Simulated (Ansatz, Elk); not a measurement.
**Ba2Mo: X-ray structure factors from the self-consistent density**

Structure refinements treat a crystal as free atoms side by side. For a made-up structure of Ba2Mo (cell and positions from a PBE relaxation) the runs below show what the calculated density changes in F(hkl).

Program: Elk 11.2.3 (patched build). Level of theory: DFT, PBE, all-electron APW+lo, Dirac cores, scalar-relativistic bands, static density, no spin. Results are calculated unless marked as measured.

The structure was built from a prototype and need not be the compound's stable phase.

### 1. Set-up

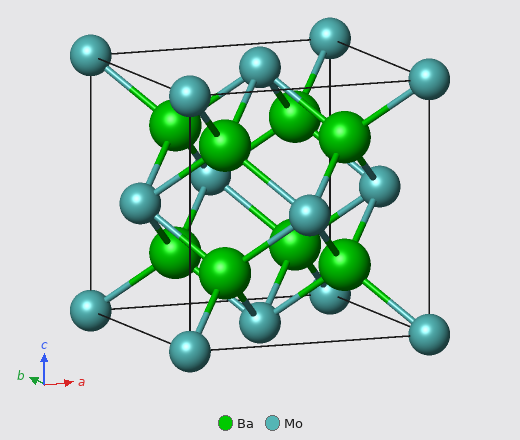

The starting structure, seen slightly off an axis (barium green, molybdenum teal). This picture shows the conventional cell, with its axes. Some periodic images of atoms are drawn too.

### 2. Ground state and structure factors

An all-electron density is needed, since X-rays see the cores too. Task 0 finds the density and task 195 Fourier-transforms it; tshift is off so that phases refer to the origin typed.

Contents of elk.in:

```
tasks
  0
  195

xctype
  20

spinpol
  .false.

rgkmax
  7.0

gmaxvr
  14.0

lmaxo
  7

lmaxapw
  8

swidth
  0.002

tshift
  .false.

ramdisk
  .false.

hmaxvr
  5.5

maxscl
  120

epspot
  1e-06

sppath
  './'

avec
  0.00000000000 7.28685620925 7.28685620925
  7.28685620925 0.00000000000 7.28685620925
  7.28685620925 7.28685620925 0.00000000000

atoms
  2
  'Ba.in'
  2
  0.2500000000 0.2500000000 0.2500000000   0.000000 0.000000 0.000000
  0.7500000000 0.7500000000 0.7500000000   0.000000 0.000000 0.000000
  'Mo.in'
  1
  -0.0000000000 0.0000000000 0.0000000000   0.000000 0.000000 0.000000

ngridk
  5 5 5
```

The run is started by

```bash
$ OMP_NUM_THREADS=4 elk
```

Numbers of over 12 decimals in the logs are rounded to 6 here.

The log of the run:

```text
┌─────────────────────────┐
│ Elk code version 11.2.3 │
└─────────────────────────┘

All units are atomic (Hartree, Bohr, etc.)

┌─────────────────────────────────────────────────┐
│ Ground-state run starting from atomic densities │
└─────────────────────────────────────────────────┘

Lattice vectors :
   0.000000000       7.286856209       7.286856209
   7.286856209       0.000000000       7.286856209
   7.286856209       7.286856209       0.000000000

Reciprocal lattice vectors :
 -0.4311314185      0.4311314185      0.4311314185
  0.4311314185     -0.4311314185      0.4311314185
  0.4311314185      0.4311314185     -0.4311314185

Unit cell volume      :    773.8389667
Brillouin zone volume :   0.3205450024

Muffin-tin inner radius fraction :   0.1000000000E-01

Nuclei treated as point charges

Species : 1 (Ba)
 parameters loaded from : Ba.in
 name : barium
 nuclear charge    :   -56.00000000
 electronic charge :    56.00000000
 atomic mass :    250331.8071
 muffin-tin radius :    2.800000000
 number of radial points in muffin-tin :   1393
 inner part over the whole radius :   0.9950032293E-02
 number on inner part of muffin-tin    :    996
 approximate nuclear radius :   0.9171481901E-04
 number of mesh points to nuclear radius :    504
 atomic positions (lattice), magnetic fields (Cartesian) :
  1 :   0.25000000  0.25000000  0.25000000    0.00000000  0.00000000  0.00000000
  2 :  -0.25000000 -0.25000000 -0.25000000    0.00000000  0.00000000  0.00000000

Species : 2 (Mo)
 parameters loaded from : Mo.in
 name : molybdenum
 nuclear charge    :   -42.00000000
 electronic charge :    42.00000000
 atomic mass :    174887.9214
 muffin-tin radius :    2.600000000
 number of radial points in muffin-tin :   1193
 inner part over the whole radius :   0.9897744308E-02
 number on inner part of muffin-tin    :    848
 approximate nuclear radius :   0.8334154960E-04
 number of mesh points to nuclear radius :    419
 atomic positions (lattice), magnetic fields (Cartesian) :
  1 :   0.00000000  0.00000000  0.00000000    0.00000000  0.00000000  0.00000000

Total number of atoms per unit cell :    3
Total muffin-tin volume :    257.5268218
 ratio of muffin-tin to unit cell volume :   0.3327912303

Spin treatment :
 spin-unpolarised

Number of Bravais lattice symmetries :   48
Number of crystal symmetries         :   48
Crystal has inversion symmetry
Real symmetric eigensolver will be used

k-point grid :      5     5     5
k-point offset :    0.000000000       0.000000000       0.000000000
k-point set is reduced with full crystal symmetry group
Total number of k-points :       10

Muffin-tin radius times maximum |G+k| :    7.000000000
 using average radius
Maximum |G+k| for APW functions       :    2.560975610
Maximum (1/2)|G+k|²                   :    3.279298037
Maximum |G| for potential and density :    14.00000000
Constant for pseudocharge density :   10
 order of it for each species :   17  17
 order of it for pair densities of each species (exact exchange by exxq0 0: 18) :   10   8
Radial integration step length :    1

G-vector grid sizes :     48    48    48
Number of G-vectors :    35749

Maximum angular momentum used for
 APW functions            :    8
 outer part of muffin-tin :    7
 inner part of muffin-tin :    2

Total nuclear charge    :   -154.0000000
Total core charge       :    100.0000000
Total valence charge    :    54.00000000
Total excess charge     :    0.000000000
Total electronic charge :    154.0000000

Effective Wigner radius, rₛ :    1.062544404

Number of empty states         :     12
Total number of valence states :     40
Total number of core states    :    100

Third-order local-orbitals added for an l without core states : T
Total number of local-orbitals :     54

Exchange-correlation functional :     20     0     0
 Perdew-Burke-Ernzerhof, Phys. Rev. Lett. 77, 3865 (1996)
 gradient requirement :    1
 generalised gradient approximation (GGA)

Smearing type :    3
 Fermi-Dirac
Smearing width :   0.2000000000E-02
[...]
Madelung                    :     -24711.200148846
 xc potential                :     -681.98089047764
 exchange                    :     -512.00161942915
 correlation                 :     -8.279250
 electron entropic           :    -0.37244910345621E-02
 total energy                :     -20329.035628901

Density of states at Fermi energy :    290.0547451
 (states/Hartree/unit cell)

Estimated indirect band gap :   0.8644423797E-03
 from k-point 10 to k-point 8
Estimated direct band gap   :   0.2817452349E-02
 at k-point 10

Charges :
 core                        :    100.0000000
 valence                     :    54.00000000
 interstitial                :    6.452928648
 muffin-tins (core leakage)
  species : 1 (Ba)
   atom 1                    :    53.83812212     (  0.5171993188E-05)
   atom 2                    :    53.83812212     (  0.5171993188E-05)
  species : 2 (Mo)
   atom 1                    :    39.87082712     ( -0.1004417527E-07)
 total in muffin-tins        :    147.5470714
 total calculated charge     :    153.9999094
 total charge                :    154.0000000
 error                       :   0.9064727561E-04

RMS change in Kohn-Sham potential (target) :   0.1308417885     (  0.1000000000E-05)
Absolute change in total energy (target)   :   0.1837368804     (  0.1000000000E-03)

[... loops 3 to 15 left out ...]

┌──────────────────┐
│ Loop number : 16 │
└──────────────────┘

Energies :
 Fermi                       :     0.209886
 sum of occupied eigenvalues :     -12434.784259288
 electron kinetic            :      21574.476584943
 core electron kinetic       :      20949.101752229
 Coulomb                     :     -41382.013432870
 Coulomb potential           :     -33329.684929755
 nuclear-nuclear             :     -1757.3892093094
 electron-nuclear            :     -45950.283745656
 Hartree                     :      6325.6595220961
 Madelung                    :     -24717.170967992
 xc potential                :     -679.57591447648
 exchange                    :     -512.34028851178
 correlation                 :     -8.279928
 electron entropic           :    -0.41808430585375E-02
 total energy                :     -20328.161245191

Density of states at Fermi energy :    335.3533708
 (states/Hartree/unit cell)

Estimated indirect band gap :   0.1833703954E-02
 from k-point 8 to k-point 10
Estimated direct band gap   :   0.2946112142E-02
 at k-point 10

Charges :
 core                        :    100.0000000
 valence                     :    54.00000000
 interstitial                :    6.062704643
 muffin-tins (core leakage)
  species : 1 (Ba)
[...]
species : 2 (Mo)
[...]
total in muffin-tins        :    147.9372954
 total calculated charge     :    153.9998982
 total charge                :    154.0000000
 error                       :   0.1018458090E-03

RMS change in Kohn-Sham potential (target) :   0.1047858576E-06 (  0.1000000000E-05)
Absolute change in total energy (target)   :   0.2170936932E-04 (  0.1000000000E-03)

Convergence targets achieved

┌──────────────────┐
│ Loop number : 17 │
└──────────────────┘

Energies :
 Fermi                       :     0.209886
 sum of occupied eigenvalues :     -12434.784257538
 electron kinetic            :      21574.476583990
 core electron kinetic       :      20949.101752277
 Coulomb                     :     -41382.013431657
 Coulomb potential           :     -33329.684931275
 nuclear-nuclear             :     -1757.3892093094
 electron-nuclear            :     -45950.283741252
 Hartree                     :      6325.6595189041
 Madelung                    :     -24717.170966020
 xc potential                :     -679.57591025380
 exchange                    :     -512.34028839509
 correlation                 :     -8.279928
 electron entropic           :    -0.41808429145269E-02
 total energy                :     -20328.161244814

Density of states at Fermi energy :    335.3533505
 (states/Hartree/unit cell)

Estimated indirect band gap :   0.1833702350E-02
 from k-point 8 to k-point 10
Estimated direct band gap   :   0.2946112811E-02
 at k-point 10

Charges :
 core                        :    100.0000000
 valence                     :    54.00000000
 interstitial                :    6.062704728
 muffin-tins (core leakage)
  species : 1 (Ba)
   atom 1                    :    53.79942113     (  0.5060120102E-05)
   atom 2                    :    53.79942113     (  0.5060120102E-05)
  species : 2 (Mo)
   atom 1                    :    40.33845301     ( -0.2390461873E-07)
 total in muffin-tins        :    147.9372953
 total calculated charge     :    153.9998982
 total charge                :    154.0000000
 error                       :   0.1018458003E-03

┌──────────────────────────────┐
│ Self-consistent loop stopped │
└──────────────────────────────┘

Wrote STATE.OUT
```

Elapsed: 22 s, on 4 threads of Arm Neoverse V1, shared host; peak memory 0.19 GiB; 41 s of CPU time.

SFACRHO.OUT:

```text

h k l indices transformed by vhmat matrix:
   1.000000000       0.000000000       0.000000000    
   0.000000000       1.000000000       0.000000000    
   0.000000000       0.000000000       1.000000000    

      h      k      l  multipl.   |H|            Re(F)            Im(F)           |F|

      0      0      0      1   0.0000000       154.00000      0.13723393E-15   154.00000    
      0      1      0      8  0.74674152       38.157030      0.91058601E-16   38.157030    
      1      0      1      6  0.86226284      -61.544359      0.34990015E-15   61.544359    
     -2     -1     -1     12   1.2194238       125.14143     -0.10680725E-15   125.14143    
      1      0      2     24   1.4299012       32.144159     -0.83189595E-17   32.144159    
      0     -2      0      8   1.4934830      -54.307531      0.27196818E-15   54.307531    
      0     -2     -2      6   1.7245257       111.81311     -0.16806511E-15   111.81311    
      2     -1      0     24   1.8792583       29.085573     -0.47388982E-16   29.085573    
     -2     -1      1     24   1.9280783      -49.459906     -0.17414779E-16   49.459906    
      1      1     -2     24   2.1121040       102.96835     -0.73239877E-16   102.96835    
      3      0      0      8   2.2402246       26.933359     -0.67335473E-16   26.933359    
     -3     -2      0     24   2.2402246       26.904708      0.25161061E-16   26.904708    
      2     -2      0     12   2.4388476       96.385546      0.15996408E-17   96.385546    
      1     -1      3     48   2.5506079       25.243620      0.68667933E-16   25.243620    
     -1     -1     -4     24   2.5867885      -43.568182      0.29000956E-15   43.568182    
      0     -3     -3      6   2.5867885      -43.533678      0.15045292E-16   43.533678    
     -1     -4     -3     24   2.7267145       91.189193      0.37414083E-16   91.189193    
      0     -4     -1     24   2.8271178       23.864741      0.78790588E-17   23.864741
```

Elk indexes on the primitive cell of elk.in and gives |H| = 4π sin θ/λ in inverse bohr. Below, one row stands for each form hkl of the conventional cell (m members, Friedel mates merged), F is for one primitive cell and the density is static (no thermal factor). Free-atom factors are Waasmaier and Kirfel's, and R is Σm||F|−|F'||/Σm|F|.

```tsv
hkl	m	sin θ/λ (Å⁻¹)	abs F, DFT	neutral atoms	diff.
111	8	0.112	38.157	38.002	+0.155
200	6	0.130	61.544	61.309	+0.235
220	12	0.183	125.141	125.391	-0.250
311	24	0.215	32.144	32.410	-0.266
222	8	0.225	54.307	54.100	+0.208
400	6	0.259	111.813	112.026	-0.213
331	24	0.283	29.086	29.181	-0.096
420	24	0.290	49.460	49.423	+0.037
422	24	0.318	102.968	102.998	-0.030
333	8	0.337	26.933	26.883	+0.050
511	24	0.337	26.905	26.883	+0.021
440	12	0.367	96.385	96.332	+0.053
531	48	0.384	25.244	25.152	+0.091
442	24	0.389	43.568	43.641	-0.073
600	6	0.389	43.534	43.641	-0.107
620	24	0.410	91.189	91.093	+0.096
533	24	0.425	23.865	23.806	+0.059
622	24	0.430	41.444	41.527	-0.083
444	8	0.449	86.880	86.780	+0.099
551	24	0.463	22.782	22.725	+0.057
711	24	0.463	22.805	22.725	+0.080
640	24	0.468	39.626	39.667	-0.041
```

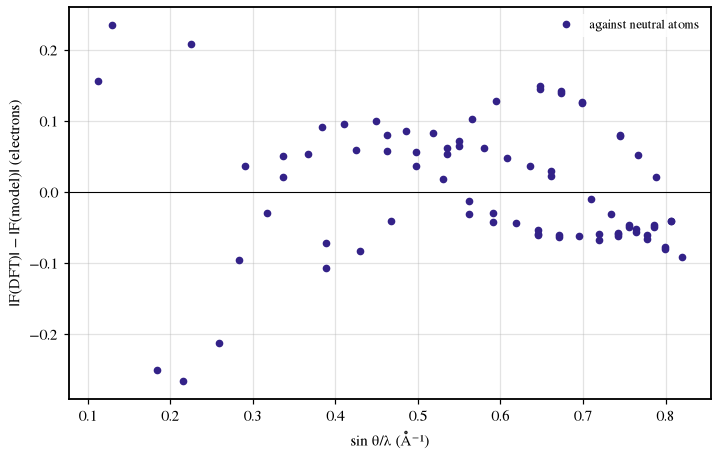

Difference between the calculated structure factors and the independent-atom ones.

### 3. The highest occupied states alone

An energy window below the Fermi level keeps the highest occupied states, to see at which angles they scatter; shallow core shells can lie inside it and anion s states outside. No new self-consistency is needed.

elk.in, as its differences from that of step 2:

```diff
@@ -1,3 +1,2 @@
 tasks
-  0
   195
@@ -40,2 +39,5 @@
 
+wsfac
+  -0.231110 0.509890
+
 sppath
```

The run is started by

```bash
$ OMP_NUM_THREADS=4 elk
```

The log of the run:

```text
┌─────────────────────────────────┐
│ Elk code version 11.2.3 started │
└─────────────────────────────────┘

Info(readinput): the functional depends on the density's gradient
 muffin-tin radial points multiplied by    2.00000
 (not where nrmtscf is given)

┌────────────────────┐
│ Current task : 195 │
└────────────────────┘

Info(sfacrho): density structure factors written to SFACRHO.OUT

 Energy window :  -0.2311100000      0.5098900000

┌──────────────────┐
│ Elk code stopped │
└──────────────────┘
```

The job ended after 12 s (4 threads; peak memory 0.16 GiB).

States within 12 eV below the Fermi level hold 10.00 electrons; any levels below the window count with the cores. Their amplitudes can exceed the total, where window and core parts have opposite phase:

```tsv
hkl	sin θ/λ (Å⁻¹)	abs F, window	abs F, all
111	0.112	3.636	38.157
200	0.130	2.698	61.544
220	0.183	1.599	125.141
311	0.215	0.987	32.144
222	0.225	0.743	54.307
400	0.259	0.626	111.813
331	0.283	0.382	29.086
420	0.290	0.315	49.460
422	0.318	0.281	102.968
333	0.337	0.212	26.933
```

### 4. Another functional

The difference from free atoms is small, so it is set against the change that PBEsol makes.

elk.in, as its differences from that of step 3:

```diff
@@ -1,2 +1,3 @@
 tasks
+  0
   195
@@ -4,3 +5,3 @@
 xctype
-  20
+  22
 
@@ -39,5 +40,2 @@
 
-wsfac
-  -0.231110 0.509890
-
 sppath
```

The run is started by

```bash
$ OMP_NUM_THREADS=4 elk
```

The log of the run:

```text
┌─────────────────────────┐
│ Elk code version 11.2.3 │
└─────────────────────────┘

All units are atomic (Hartree, Bohr, etc.)

┌─────────────────────────────────────────────────┐
│ Ground-state run starting from atomic densities │
└─────────────────────────────────────────────────┘

Lattice vectors :
   0.000000000       7.286856209       7.286856209
   7.286856209       0.000000000       7.286856209
   7.286856209       7.286856209       0.000000000

Reciprocal lattice vectors :
 -0.4311314185      0.4311314185      0.4311314185
[...]
valence                     :    54.00000000
 interstitial                :    6.088436642
 muffin-tins (core leakage)
  species : 1 (Ba)
[...]
atom 2                    :    53.79303843     (  0.5129709869E-05)
  species : 2 (Mo)
   atom 1                    :    40.32548649     ( -0.2294913415E-07)
 total in muffin-tins        :    147.9115634
 total calculated charge     :    153.9998980
 total charge                :    154.0000000
 error                       :   0.1019646433E-03

┌──────────────────────────────┐
│ Self-consistent loop stopped │
└──────────────────────────────┘

Wrote STATE.OUT
[key lines of the parts left out:]
total energy                :     -20319.610916293
```

Elapsed: 22 s, on 4 threads; peak memory 0.19 GiB; 39 s of CPU time.

Against the first run R = 0.01 %; the largest change is -0.018 at 220.

### 5. A coarser k-mesh

About half the k-points along each axis test the sampling.

elk.in, as its differences from that of step 4:

```diff
@@ -5,3 +5,3 @@
 xctype
-  22
+  20
 
@@ -59,2 +59,2 @@
 ngridk
-  5 5 5
+  2 2 2
```

The run is started by

```bash
$ OMP_NUM_THREADS=4 elk
```

The log of the run:

```text
┌─────────────────────────┐
│ Elk code version 11.2.3 │
└─────────────────────────┘

All units are atomic (Hartree, Bohr, etc.)

┌─────────────────────────────────────────────────┐
│ Ground-state run starting from atomic densities │
└─────────────────────────────────────────────────┘

Lattice vectors :
   0.000000000       7.286856209       7.286856209
   7.286856209       0.000000000       7.286856209
   7.286856209       7.286856209       0.000000000

Reciprocal lattice vectors :
 -0.4311314185      0.4311314185      0.4311314185
[...]
valence                     :    54.00000000
 interstitial                :    6.061895982
 muffin-tins (core leakage)
  species : 1 (Ba)
[...]
atom 2                    :    53.79561393     (  0.5063194038E-05)
  species : 2 (Mo)
   atom 1                    :    40.34687616     ( -0.2313039005E-07)
 total in muffin-tins        :    147.9381040
 total calculated charge     :    153.9999108
 total charge                :    154.0000000
 error                       :   0.8921984951E-04

┌──────────────────────────────┐
│ Self-consistent loop stopped │
└──────────────────────────────┘

Wrote STATE.OUT
[key lines of the parts left out:]
total energy                :     -20328.138089927
```

Run time: 20 s. Hardware: 4 threads; peak memory 0.22 GiB.

Against the first run R = 0.04 %; the largest change is +0.076 at 600.

### 6. Basis size

The basis and the expansions that go with it are enlarged, to see whether the differences are converged.

elk.in, as its differences from that of step 5:

```diff
@@ -11,12 +11,12 @@
 rgkmax
-  7.0
+  8.5
 
 gmaxvr
-  14.0
+  18.0
 
 lmaxo
-  7
+  9
 
 lmaxapw
-  8
+  10
 
@@ -59,2 +59,2 @@
 ngridk
-  2 2 2
+  5 5 5
```

The run is started by

```bash
$ OMP_NUM_THREADS=4 elk
```

The log of the run:

```text
┌─────────────────────────┐
│ Elk code version 11.2.3 │
└─────────────────────────┘

All units are atomic (Hartree, Bohr, etc.)

┌─────────────────────────────────────────────────┐
│ Ground-state run starting from atomic densities │
└─────────────────────────────────────────────────┘

Lattice vectors :
   0.000000000       7.286856209       7.286856209
   7.286856209       0.000000000       7.286856209
   7.286856209       7.286856209       0.000000000

Reciprocal lattice vectors :
 -0.4311314185      0.4311314185      0.4311314185
[...]
valence                     :    54.00000000
 interstitial                :    6.022955165
 muffin-tins (core leakage)
  species : 1 (Ba)
[...]
atom 2                    :    53.80560009     (  0.5064131635E-05)
  species : 2 (Mo)
   atom 1                    :    40.36584466     ( -0.2335754345E-07)
 total in muffin-tins        :    147.9770448
 total calculated charge     :    153.9999770
 total charge                :    154.0000000
 error                       :   0.2302069097E-04

┌──────────────────────────────┐
│ Self-consistent loop stopped │
└──────────────────────────────┘

Wrote STATE.OUT
[key lines of the parts left out:]
total energy                :     -20328.178123683
```

The job ended after 49 s (4 threads; peak memory 0.37 GiB; 85 s of CPU time).

Against the first run R = 0.01 %; the largest change is -0.018 at 440.

### 7. Settings against the effect

```tsv
run	R against the first run (%)	R against neutral atoms, low angle (%)	wall time
PBE, rgkmax 7	0.00	0.31	22 s
PBEsol	0.01	0.31	22 s
k-mesh 2×2×2	0.04	0.30	20 s
rgkmax 8.5 with larger expansions	0.01	0.30	49 s
```

### 8. Results

| Quantity | Value |
| --- | --- |
| R against neutral atoms, sin θ/λ < 0.3 Å⁻¹ | 0.31 % |
| R against neutral atoms, 0.3 to 0.82 Å⁻¹ | 0.17 % |

What this shows: Independent neutral atoms miss the calculated amplitudes by R = 0.31 % below 0.3 Å⁻¹ and 0.17 % from there to 0.82 Å⁻¹; by shells, 0.39 % below 0.15 Å⁻¹ (2 forms), 0.29 % 0.15 to 0.3 (6 forms), 0.14 % 0.3 to 0.45 (11 forms), 0.18 % above 0.45 (60 forms). Bonding, aspherical density and the tables' own atoms all enter these figures, and the runs don't part them. The largest change of an amplitude is -0.27 electrons, at 311. The window's part falls from 10.0 electrons at the origin to at most 0.08 between 0.45 and 0.82 Å⁻¹. Below 0.3 Å⁻¹ the changes that finished (PBEsol, k-mesh 2×2×2 and rgkmax 8.5 with larger expansions) move F by R = 0.04 % at most, against the 0.31 % that separates it from free atoms. These runs have no spin, though d or f shells may be open. Part of the difference isn't bonding: the tables are fits to free atoms and ions calculated by other methods than this functional. Thermal motion, anomalous dispersion and extinction are left out.

[Logs are printed without paths, hosts, clocks, repeated set-up lines and the standing remarks that a program may print on its own settings, such as how far it seeks lower states.]

[Hosts, paths, dates, database ids (printed as entryN), source tags and the programs' standing remarks are cut or masked in the printed files.]
